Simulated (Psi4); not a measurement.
# PbSe (SMILES [Se][Pb]): MP3/def2-TZVPP (core potential)

What is the energy change on altering one bond length of PbSe at MP3/def2-TZVPP (core potential)? 

The calculation is run with Psi4 1.11.

4 further runs of the same task are left out: 2 that didn't finish, 2 set aside as unsound or not needed.

### Step 1. The system as given

PbSe has 2 atoms, charge 0, and is taken as a singlet. As SMILES, `[Se][Pb]`. The shape is that of a PBE0-D4/def2-TZVP optimisation.

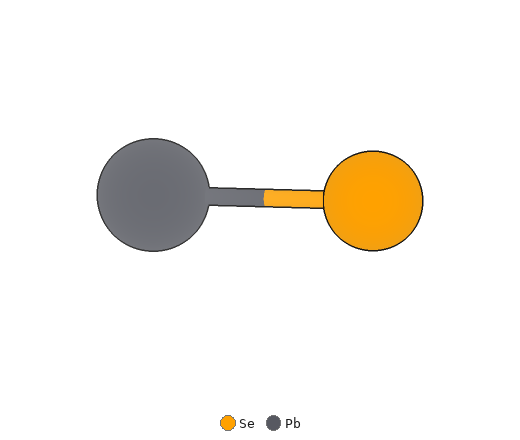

Viewed from a chosen angle; selenium orange, lead dark grey.

### Step 2. A single-point energy at MP3/def2-TZVPP (core potential)

run.py reads:

```python
import psi4

psi4.set_memory('2200 MB')
psi4.set_num_threads(1)
psi4.core.set_output_file('psi4.out', False)

mol = psi4.geometry("""
0 1
Se     0.000000     0.000000    -0.004980
Pb     0.000000     0.000000     2.397170
symmetry c1
""")

psi4.set_options({
    'puream': True,
    'e_convergence': 1e-09,
    'd_convergence': 1e-08,
    'scf_type': 'pk',
    'num_frozen_docc': 13,
    'mp_type': 'conv',
})

E, wfn = psi4.energy("mp3/def2-TZVPP", return_wfn=True)
print(f'mp3/def2-TZVPP energy: {E:.10f} Eh')
```

The run is started by

```sh
$ python run.py
```

psi4.out:

```text
[...]
    !!!  WARNING: ECP capability is in beta. Please check occupations closely.  !!!
[...]
  Running in c1 symmetry.
[...]
  Nuclear repulsion =  164.779282551530940
[...]
  Multiplicity = 1
[...]
  Nalpha       = 28
  Nbeta        = 28
[...]
    Number of basis functions: 98
[...]
 WARNING: Atomic UHF is not converging! Try casting from a smaller basis or call Rob at CCMST.
   -------------------------
[...]
   @RHF iter   1: -2590.90513915290012   -3.64350e+00   1.94748e-02 ADIIS/DIIS
[...]
   @RHF iter  13: -2591.73418875301240   -1.95541e-11   4.90324e-09 DIIS
[...]
    Orbital Energies [Eh]
    ---------------------
    Doubly Occupied:
       1A   -460.787902     2A    -60.591876     3A    -54.192050
       4A    -54.191993     5A    -54.191993     6A     -8.856160
       7A     -6.587977     8A     -6.586560     9A     -6.586560
      10A     -6.211761    11A     -3.897880    12A     -3.897880
      13A     -3.888675    14A     -2.575374    15A     -2.574405
      16A     -2.574405    17A     -2.573103    18A     -2.573103
      19A     -1.119803    20A     -1.119803    21A     -1.118681
      22A     -1.110785    23A     -1.110785    24A     -0.834720
      25A     -0.584357    26A     -0.334964    27A     -0.319784
      28A     -0.319783
[...]
  @RHF Final Energy: -2591.73418875301240
   => Energetics <=
    Nuclear Repulsion Energy =            164.7792825515309403
    One-Electron Energy =               -4010.4006848180979432
    Two-Electron Energy =                1253.8872135135547978
    Total Energy =                      -2591.7341887530124040
[...]
 Multipole Moments:
 ------------------------------------------------------------------------------------
     Multipole            Electronic (a.u.)      Nuclear  (a.u.)        Total (a.u.)
 ------------------------------------------------------------------------------------
 L = 1.  Multiply by 2.5417464519 to convert [e a0] to [Debye]
 Dipole X            :          0.0000000            0.0000000            0.0000000
 Dipole Y            :         -0.0000002            0.0000000           -0.0000002
 Dipole Z            :         85.6742309          -83.7743234            1.8999076
 Magnitude           :                                                    1.8999076
[...]
	SCS-MP2 Total Energy (a.u.)        : -2592.32587132326535
	SOS-MP2 Total Energy (a.u.)        : -2592.29404319872901
[...]
	SOS-PI-MP2 Total Energy (a.u.)     : -2592.33710892532281
[...]
	MP2 Total Energy (a.u.)            : -2592.38952757233756
[...]
	SCS-MP3 Total Energy (a.u.)        : -2592.31505448329744
[...]
	MP3 Total Energy (a.u.)            : -2592.34626021246549
[...]
```

The script printed:

```text
mp3/def2-TZVPP energy: -2592.3462602125 Eh
```

It took 20 s on 1 thread of Intel Xeon at 2.50GHz (Skylake/Cascade Lake), shared host; peak memory 0.74 GiB.

### Step 3. The distorted shape at the same level

pbse.xyz reads:

```xyz
2
PbSe
Se     0.000000     0.000000    -0.365330
Pb     0.000000     0.000000     2.397170
```

pbse.py reads:

```python
import psi4

psi4.set_memory(2200000000)
psi4.set_num_threads(1)
psi4.set_output_file('psi4.out', False)

with open('pbse.xyz') as f:
    atoms = ''.join(f.readlines()[2:])
molecule = psi4.geometry('0 1\n' + atoms + 'symmetry c1\nno_reorient\nno_com')

options = {'basis': 'def2-TZVPP', 'puream': True, 'e_convergence': 1e-09, 'd_convergence': 1e-08, 'scf_type': 'pk', 'num_frozen_docc': 13, 'mp_type': 'conv'}
psi4.set_options(options)

energy_value = psi4.energy('mp3')
print('E =', round(energy_value, 9))
for k, v in sorted(psi4.core.scalar_variables().items()):
    print(f'{k:45s} {v:18.10f}')
```

The run is started by

```sh
$ python pbse.py
```

psi4.out:

```text
[...]
    !!!  WARNING: ECP capability is in beta. Please check occupations closely.  !!!
[...]
  Running in c1 symmetry.
[...]
  Nuclear repulsion =  143.284906273723095
[...]
  Multiplicity = 1
[...]
  Nalpha       = 28
  Nbeta        = 28
[...]
    Number of basis functions: 98
[...]
 WARNING: Atomic UHF is not converging! Try casting from a smaller basis or call Rob at CCMST.
   -------------------------
[...]
   @RHF iter   1: -2590.78035835371202   -3.86255e+00   1.97207e-02 ADIIS/DIIS
[...]
   @RHF iter  16: -2591.69977553243098   -1.36424e-11   3.17788e-09 DIIS
[...]
    Orbital Energies [Eh]
    ---------------------
    Doubly Occupied:
       1A   -460.777579     2A    -60.580037     3A    -54.180631
       4A    -54.180056     5A    -54.180056     6A     -8.842865
       7A     -6.575143     8A     -6.572535     9A     -6.572535
      10A     -6.237920    11A     -3.924311    12A     -3.924311
      13A     -3.913538    14A     -2.563047    15A     -2.561691
      16A     -2.561691    17A     -2.558260    18A     -2.558260
      19A     -1.146097    20A     -1.146097    21A     -1.134390
      22A     -1.134390    23A     -1.133134    24A     -0.791375
      25A     -0.604920    26A     -0.317419    27A     -0.289244
      28A     -0.289244
[...]
  @RHF Final Energy: -2591.69977553243098
   => Energetics <=
    Nuclear Repulsion Energy =            143.2849062737230952
    One-Electron Energy =               -3967.4678082308178091
    Two-Electron Energy =                1232.4831264246636238
    Total Energy =                      -2591.6997755324309765
[...]
 Multipole Moments:
 ------------------------------------------------------------------------------------
     Multipole            Electronic (a.u.)      Nuclear  (a.u.)        Total (a.u.)
 ------------------------------------------------------------------------------------
 L = 1.  Multiply by 2.5417464519 to convert [e a0] to [Debye]
 Dipole X            :         -0.0000004            0.0000000           -0.0000004
 Dipole Y            :          0.0000000            0.0000000            0.0000000
 Dipole Z            :        -73.4203311           76.1871811            2.7668501
 Magnitude           :                                                    2.7668501
[...]
	SCS-MP2 Total Energy (a.u.)        : -2592.29870039223078
	SOS-MP2 Total Energy (a.u.)        : -2592.26748346544809
[...]
	SOS-PI-MP2 Total Energy (a.u.)     : -2592.31115330644934
[...]
	MP2 Total Energy (a.u.)            : -2592.36113424579480
[...]
	SCS-MP3 Total Energy (a.u.)        : -2592.28708988812559
[...]
	MP3 Total Energy (a.u.)            : -2592.31469222937312
[...]
```

Run time: 23 s. Hardware: 1 thread of Intel Xeon at 2.50GHz (Skylake/Cascade Lake), shared host; peak memory 0.74 GiB.

### Step 4. What came out

At MP3/def2-TZVPP (core potential), 13 core orbitals frozen:

| quantity | value |
| --- | --- |
| first shape: total energy | -2592.34626 Eh |
| first shape: HOMO energy (Hartree–Fock orbitals) | -8.70 eV |
| first shape: LUMO energy (Hartree–Fock orbitals) | -0.02 eV |
| first shape: HOMO–LUMO gap (Hartree–Fock orbitals) | 8.68 eV |
| first shape: correlation energy (13 core orbitals frozen) | -612.1 mEh |
| distorted shape: total energy | -2592.31469 Eh |
| distorted shape: HOMO energy (Hartree–Fock orbitals) | -7.87 eV |
| distorted shape: LUMO energy (Hartree–Fock orbitals) | -0.69 eV |
| distorted shape: HOMO–LUMO gap (Hartree–Fock orbitals) | 7.18 eV |
| distorted shape: correlation energy (13 core orbitals frozen) | -614.9 mEh |
| energy change with the Se1–Pb2 bond stretched from 2.402 to 2.763 Å | 0.859 eV |

In words: With the Se1–Pb2 bond stretched from 2.402 to 2.763 Å the energy rises by 0.86 eV (82.9 kJ/mol). The first shape isn't relaxed at this level, so the change isn't measured from a minimum.
